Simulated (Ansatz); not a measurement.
Start from Os in the hcp (Mg type) structure (space group P6_3/mmc, No. 194; a = 2.7290 Å, c = 4.3091 Å; relaxed with 0.1 eV smearing). Axes: x lies along a and z along c of the hexagonal cell.

Structures relaxed with DFT with PBEsol, PAW potentials and a 420 eV plane-wave cutoff in Ansatz (a program for electronic structure), no SOC.

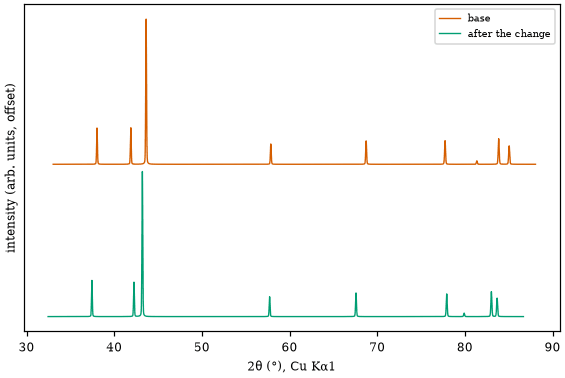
Simulated powder patterns before (top) and after one change

Task: Name the change that was made.
A) biaxial strain −3.00 %, plane normal [001], relaxed out of plane
B) biaxial strain −0.50 %, plane normal [001], relaxed out of plane
C) biaxial strain −1.50 %, plane normal [001], relaxed out of plane
D) biaxial strain +1.50 %, plane normal [001], relaxed out of plane

Result: D, biaxial strain +1.50 %, plane normal [001], relaxed out of plane. Its volume per atom is 14.20 Å³ against 13.90 Å³, and its space group is P6_3/mmc (No. 194).

Whether these cells are dynamically stable was not tested. All final runs are without spin polarisation.
